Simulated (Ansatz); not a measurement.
**Nudged elastic band of W8C9F3 (part 3 of 3)**

W8C9F3 (slab, 20 atoms in the cell); DFT PBEsol, scalar-relativistic, plane waves, PAW, PAW set soft_1, no spin polarisation (Ansatz 0.2.0); cutoff 420 eV, 3×3×1 k-mesh, Fermi–Dirac smearing of 0.15 eV. The structure derives from an entry of the Crystallography Open Database. One setting was made poor on purpose. The input holds or restrains some coordinates. It belongs to a series of runs on one base structure; here: band between the two ends.

Geometry of the input (Å; fractional positions):
```
5.7763  0.0000  0.0000
-2.8882  5.0024  0.0000
0.0000  0.0000  16.2385
W  0.0000  0.0000  0.0616
C  0.3334  0.1667  0.1421
W  -0.0003  0.0003  0.2363
C  0.3322  0.1644  0.3042
W  0.0000  0.5000  0.0616
C  0.3334  0.6666  0.1421
W  -0.0003  0.4994  0.2363
C  0.3322  0.6678  0.3042
W  0.5000  0.0000  0.0616
C  0.8333  0.1667  0.1434
W  0.5006  0.0003  0.2363
C  0.8333  0.1667  0.3143
W  0.5000  0.5000  0.0616
C  0.8333  0.6666  0.1421
W  0.5000  0.5000  0.2355
C  0.8356  0.6678  0.3042
C  -0.1666  0.1667  0.4073
F  -0.2934  -0.0832  0.4385
F  0.0833  0.2897  0.4385
F  -0.2897  0.2935  0.4385
```

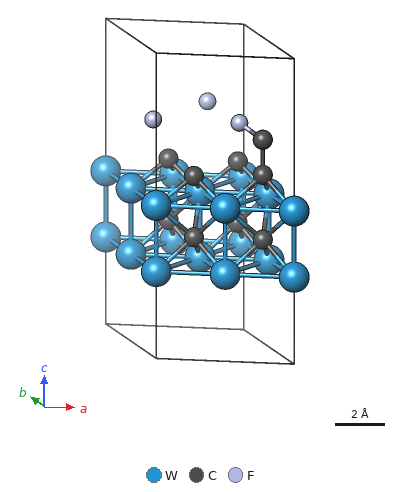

**Figure 1.** The structure as given in the input (ball-and-stick view of the cell of the calculation, with the vacuum cut short, seen slightly off an axis). An atom can appear more than once, as a periodic image.

**Output, continued**
```
  k-point 2: bands = ["-69.2823", "-69.2449", "-69.2179", "-69.2059", "-69.1985", "-69.1944", "-69.1788", "-69.1496", "-34.0300", "-34.0018", "-33.9064", "-33.8186", "-33.7430", "-33.7374", "-33.7338", "-33.6936", "-33.6904", "-33.6352", "-33.5647", "-33.5264", "-33.4575", "-33.4303", "-33.3747", "-33.3703", "-33.3411", "-33.3231", "-33.3176", "-33.3161", "-33.2619", "-33.2303", "-33.1624", "-33.0663", "-23.8780", "-21.6392", "-21.4041", "-8.6373", "-7.7584", "-7.3329", "-6.6498", "-6.6264", "-6.3768", "-5.9680", "-5.6805", "-5.6479", "-5.3262", "-5.2205", "-4.0874", "-1.9138", "-1.8543", "-1.8327", "-1.8110", "-1.6664", "-1.5825", "-1.5367", "-1.3315", "-1.1983", "-0.9825", "-0.8800", "-0.2641", "-0.1905", "-0.1370", "-0.1161", "0.6435", "0.8196", "0.9763", "1.0281", "1.2284", "1.2705", "1.6899", "1.7479", "2.0233", "2.1335", "2.3058", "2.7072", "2.7963", "2.9156", "3.0390", "3.4059", "3.5056", "3.5555", "3.6577", "3.7923", "4.0018", "4.0233", "4.5426", "4.8997", "5.2090", "5.3250", "5.6080", "5.8400", "6.4914", "6.5553", "6.7051", "6.7520", "6.7871", "7.0485", "7.3440", "7.6108", "7.6738", "8.7060", "8.7735", "8.8320", "9.4014", "9.5617", "9.5931", "9.9151", "10.0299", "10.0614", "10.2102", "10.5295", "10.7149", "10.8172", "10.8446", "11.3207"]
  k-point 4: bands = ["-69.2817", "-69.2450", "-69.2199", "-69.2024", "-69.1998", "-69.1997", "-69.1706", "-69.1532", "-34.0133", "-34.0062", "-33.9138", "-33.8189", "-33.7417", "-33.7377", "-33.7364", "-33.6989", "-33.6865", "-33.6336", "-33.5632", "-33.5394", "-33.4598", "-33.4299", "-33.3759", "-33.3660", "-33.3281", "-33.3258", "-33.3202", "-33.3173", "-33.2607", "-33.2286", "-33.1638", "-33.0679", "-23.8778", "-21.6423", "-21.4011", "-8.6330", "-7.7567", "-7.3183", "-6.6556", "-6.6290", "-6.3805", "-5.9756", "-5.6774", "-5.6379", "-5.3584", "-5.1757", "-4.1063", "-1.9427", "-1.8580", "-1.8371", "-1.7979", "-1.6840", "-1.5784", "-1.5364", "-1.2565", "-1.2350", "-1.0122", "-0.8776", "-0.2597", "-0.1885", "-0.1513", "-0.1106", "0.6405", "0.8286", "0.9646", "0.9812", "1.2614", "1.2677", "1.6771", "1.7375", "2.0686", "2.2306", "2.2456", "2.7478", "2.7570", "2.9381", "3.0274", "3.4153", "3.5426", "3.5489", "3.6539", "3.7789", "4.0102", "4.0221", "4.4477", "4.9104", "5.1220", "5.2218", "5.6241", "5.9534", "6.4897", "6.5727", "6.7073", "6.7476", "6.7670", "7.1374", "7.3459", "7.6763", "7.6927", "8.7056", "8.7551", "8.8625", "9.3973", "9.5636", "9.5850", "9.9129", "9.9727", "10.0403", "10.2176", "10.5221", "10.7232", "10.7985", "10.8687", "11.3237"]
this run last wrote the band of iteration 45 to [file]
--- NEB band (5 images, 45 band iterations, 840 SCF iterations) ---
  forward barrier  = 3.321833 eV
  backward barrier = 3.321833 eV
  lagrangian_above_aufbau_ev (what the smearing adds, to first order; not taken off the barriers): saddle image -0.174792 eV, end points -0.111827 and -0.111827 eV
  climbing image's point = of an order that was not read
  energies are F+E_penalty+E_count in eV, relative to image 0
  image     s (Å)  Δ vs image 0  max|band force component| (eV/Å)
      0    0.0000      0.000000                                 —
      1    1.5905      0.519488                          2.211e-2
  *   2    3.1813      3.321833                          4.911e-2
      3    4.7689      0.515799                          1.723e-2
      4    6.3567     -0.000000                                 —
  climbing-image geometry (image 2):
  cell:  # Å, volume = 469.2216 Å³
    - [5.77632, 0.0, 0.0]
    - [-2.88816, 5.00244, 0.0]
    - [0.0, 0.0, 16.23846]
  atoms:
    - { symbol: W, position: [0.0, 0.0, 0.0615822] }
    - { symbol: C, position: [0.3335877357701102, 0.16629619358535597, 0.1426767856747802] }
    - { symbol: W, position: [0.0005834913597338643, 0.0016389075908204678, 0.23648076162867648] }
    - { symbol: C, position: [0.33335006525647926, 0.16660855383538603, 0.3056005173854347] }
    - { symbol: W, position: [0.0, 0.5, 0.0615822] }
    - { symbol: C, position: [0.33317457748998686, 0.6677113369996619, 0.1425932397021269] }
    - { symbol: W, position: [-0.0017788789030783736, 0.5018550676471215, 0.23450862486451085] }
    - { symbol: C, position: [0.326608755899267, 0.6562165951280924, 0.3066435626406343] }
    - { symbol: W, position: [0.5, 0.0, 0.0615822] }
    - { symbol: C, position: [0.8322591023308463, 0.1667822443351561, 0.14261283357444662] }
    - { symbol: W, position: [0.5003283926622036, -0.0001305219327371249, 0.2380863773299624] }
    - { symbol: C, position: [0.8444222004033936, 0.17393746104803323, 0.3068062550689866] }
    - { symbol: W, position: [0.5, 0.5, 0.0615822] }
    - { symbol: C, position: [0.8320812059637049, 0.6678122702000229, 0.14102542067671034] }
    - { symbol: W, position: [0.49828824965559526, 0.49932477709312656, 0.23644869274945557] }
    - { symbol: C, position: [0.8343479018030096, 0.6655666843054974, 0.3033509005701294] }
    - { symbol: C, position: [0.09050559048193368, 0.41008008410833213, 0.43201085242064063] }
    - { symbol: F, position: [-0.037135364067173535, 0.16518487961977546, 0.462975418572404] }
    - { symbol: F, position: [0.3362738256777824, 0.5344333270263744, 0.4623940578916269] }
    - { symbol: F, position: [-0.03501158489114731, 0.5405910249139686, 0.4495980109367436] }
```

**The last band as extended XYZ (Å, eV, eV/Å)**
```
20
Lattice="5.7763 0.0000 0.0000 -2.8882 5.0024 0.0000 0.0000 0.0000 16.2385" Properties=species:S:1:pos:R:3:forces:R:3 image=0 energy=-86667.60416
W     0.0000    0.0000    1.0000   -0.1033   0.0598   0.0563
C     1.4441    0.8340    2.3076    0.0001   0.0000  -0.0001
W    -0.0025    0.0014    3.8365   -0.0008   0.0004   0.0019
C     1.4442    0.8226    4.9394    0.0001   0.0009  -0.0021
W    -1.4441    2.5012    1.0000    0.0000  -0.1195   0.0564
C     0.0002    3.3349    2.3076    0.0001   0.0000  -0.0001
W    -1.4440    2.4983    3.8365    0.0003  -0.0010   0.0017
C    -0.0097    3.3405    4.9394    0.0005  -0.0005  -0.0022
W     2.8882    0.0000    1.0000    0.1036   0.0596   0.0565
C     4.3322    0.8337    2.3285    0.0000   0.0000   0.0000
W     2.8907    0.0014    3.8365    0.0007   0.0007   0.0019
C     4.3323    0.8337    5.1033   -0.0001   0.0000   0.0009
W     1.4441    2.5012    1.0000    0.0000  -0.0001  -0.1685
C     2.8880    3.3348    2.3076    0.0001   0.0001   0.0000
W     1.4441    2.5012    3.8243   -0.0002  -0.0002   0.0026
C     2.8978    3.3406    4.9394   -0.0007  -0.0004  -0.0019
C    -1.4439    0.8337    6.6138   -0.0002   0.0002  -0.0016
F    -1.4546   -0.4164    7.1211    0.0018  -0.0004  -0.0007
F    -0.3559    1.4494    7.1210   -0.0008   0.0019  -0.0006
F    -2.5211    1.4681    7.1211   -0.0012  -0.0016  -0.0004
20
Lattice="5.7763 0.0000 0.0000 -2.8882 5.0024 0.0000 0.0000 0.0000 16.2385" Properties=species:S:1:pos:R:3:forces:R:3 image=1 energy=-86667.08467
W     0.0000    0.0000    1.0000    0.0514   0.3298   0.2656
C     1.4621    0.8460    2.3223    0.0071   0.0044   0.0036
W     0.0313    0.0669    3.8570    0.0155   0.0273   0.0128
C     1.4854    0.8994    4.9621    0.0212   0.0315  -0.0011
W    -1.4441    2.5012    1.0000    0.1540   0.1229  -0.0700
C     0.0172    3.3617    2.3070    0.0106   0.0084  -0.0033
W    -1.4103    2.5667    3.8147    0.0269   0.0235   0.0084
C     0.0277    3.3999    4.9296    0.0205   0.0591  -0.0265
W     2.8882    0.0000    1.0000    0.2847   0.3380   0.4311
C     4.3474    0.8569    2.3359    0.0110   0.0093   0.0114
W     2.9438    0.0768    3.8801    0.0289   0.0374   0.0092
C     4.4498    1.0098    5.1735    0.0400   0.0705   0.1176
W     1.4441    2.5012    1.0000    0.0998   0.1581  -0.1864
C     2.8954    3.3562    2.2972    0.0104   0.0057   0.0060
W     1.4773    2.5513    3.8173    0.0229   0.0252  -0.0120
C     2.9340    3.3991    4.9279    0.0207   0.0327   0.0052
C    -1.1196    1.3862    6.6701   -0.2494  -0.3761  -0.1708
F    -1.0363    0.2982    7.4457   -0.1869  -0.2845  -0.0196
F     0.0131    2.1021    6.9507   -0.2056  -0.3234  -0.3121
F    -2.1206    2.1579    7.1444   -0.1839  -0.2999  -0.0687
20
Lattice="5.7763 0.0000 0.0000 -2.8882 5.0024 0.0000 0.0000 0.0000 16.2385" Properties=species:S:1:pos:R:3:forces:R:3 image=2 energy=-86664.28233
W     0.0000    0.0000    1.0000   -0.0113   0.0842  -0.0531
C     1.4466    0.8319    2.3169    0.0037   0.0005  -0.0048
W    -0.0014    0.0082    3.8401    0.0091  -0.0014  -0.0038
C     1.4443    0.8334    4.9625    0.0087   0.0017  -0.0077
W    -1.4441    2.5012    1.0000   -0.0326   0.0170  -0.1959
C    -0.0039    3.3402    2.3155    0.0043  -0.0019  -0.0021
W    -1.4597    2.5105    3.8081    0.0099  -0.0022   0.0042
C    -0.0087    3.2827    4.9794    0.0128   0.0085  -0.0079
W     2.8882    0.0000    1.0000    0.0267  -0.0144   0.2461
C     4.3257    0.8343    2.3158    0.0057   0.0006  -0.0018
W     2.8904   -0.0007    3.8662    0.0063  -0.0002  -0.0104
C     4.3753    0.8701    4.9821   -0.0008  -0.0132  -0.0080
W     1.4441    2.5012    1.0000   -0.0809  -0.0375  -0.0590
C     2.8776    3.3407    2.2900    0.0071  -0.0014   0.0020
W     1.4361    2.4978    3.8396    0.0105   0.0009  -0.0046
C     2.8972    3.3295    4.9260    0.0073   0.0012   0.0017
C    -0.6616    2.0514    7.0152   -0.0012  -0.0108   0.0299
F    -0.6916    0.8263    7.5180    0.0032  -0.0108   0.0223
F     0.3989    2.6735    7.5086    0.0093  -0.0100   0.0035
F    -1.7636    2.7043    7.3008    0.0024  -0.0109   0.0491
20
Lattice="5.7763 0.0000 0.0000 -2.8882 5.0024 0.0000 0.0000 0.0000 16.2385" Properties=species:S:1:pos:R:3:forces:R:3 image=3 energy=-86667.08836
W     0.0000    0.0000    1.0000   -0.0896  -0.1702  -0.1867
C     1.4422    0.8115    2.3223    0.0002  -0.0068   0.0033
W    -0.0272   -0.0549    3.8173   -0.0088  -0.0288  -0.0116
C     1.4071    0.7637    4.9622   -0.0145  -0.0298  -0.0014
W    -1.4441    2.5012    1.0000   -0.0307  -0.1998  -0.0719
C    -0.0126    3.3098    2.3359   -0.0020  -0.0124   0.0107
W    -1.4842    2.4386    3.8146   -0.0064  -0.0326   0.0073
C    -0.0938    3.1453    5.1727   -0.0402  -0.0684   0.1167
W     2.8882    0.0000    1.0000   -0.1521  -0.4194   0.4291
C     4.3176    0.8051    2.3069   -0.0015  -0.0119  -0.0033
W     2.8490   -0.0873    3.8799   -0.0162  -0.0402   0.0082
C     4.2893    0.7763    4.9292   -0.0399  -0.0451  -0.0272
W     1.4441    2.5012    1.0000   -0.2624  -0.2141   0.2638
C     2.8732    3.3176    2.2972    0.0007  -0.0101   0.0058
W     1.4015    2.4396    3.8569   -0.0135  -0.0238   0.0113
C     2.8552    3.2617    4.9281   -0.0161  -0.0312   0.0048
C    -0.3156    2.7794    6.6688    0.1991   0.3992  -0.1706
F    -0.3882    1.4405    6.9470    0.1765   0.3349  -0.2998
F     0.6780    3.2338    7.4426    0.1537   0.3065  -0.0238
F    -1.4752    3.2775    7.1472    0.1637   0.3042  -0.0645
20
Lattice="5.7763 0.0000 0.0000 -2.8882 5.0024 0.0000 0.0000 0.0000 16.2385" Properties=species:S:1:pos:R:3:forces:R:3 image=4 energy=-86667.60416
W     0.0000    0.0000    1.0000    0.0000  -0.0001  -0.1685
C     1.4439    0.8336    2.3076    0.0001   0.0001   0.0000
W     0.0000    0.0000    3.8243   -0.0002  -0.0002   0.0026
C     1.4537    0.8394    4.9394   -0.0007  -0.0004  -0.0019
W    -1.4441    2.5012    1.0000    0.1036   0.0596   0.0565
C     0.0000    3.3350    2.3285    0.0000   0.0000   0.0000
W    -1.4416    2.5027    3.8365    0.0007   0.0007   0.0019
C     0.0001    3.3349    5.1033   -0.0001   0.0000   0.0009
W     2.8882    0.0000    1.0000    0.0000  -0.1195   0.0564
C     4.3325    0.8336    2.3076    0.0001   0.0000  -0.0001
W     2.8882   -0.0029    3.8365    0.0003  -0.0010   0.0017
C     4.3226    0.8392    4.9394    0.0005  -0.0005  -0.0022
W     1.4441    2.5012    1.0000   -0.1033   0.0598   0.0563
C     2.8881    3.3352    2.3076    0.0001   0.0000  -0.0001
W     1.4416    2.5026    3.8365   -0.0008   0.0004   0.0019
C     2.8883    3.3238    4.9394    0.0001   0.0009  -0.0021
C     0.0002    3.3349    6.6138   -0.0002   0.0002  -0.0016
F    -0.0105    2.0848    7.1211    0.0018  -0.0004  -0.0007
F     1.0882    3.9507    7.1210   -0.0008   0.0019  -0.0006
F    -1.0770    3.9693    7.1211   -0.0012  -0.0016  -0.0004
```
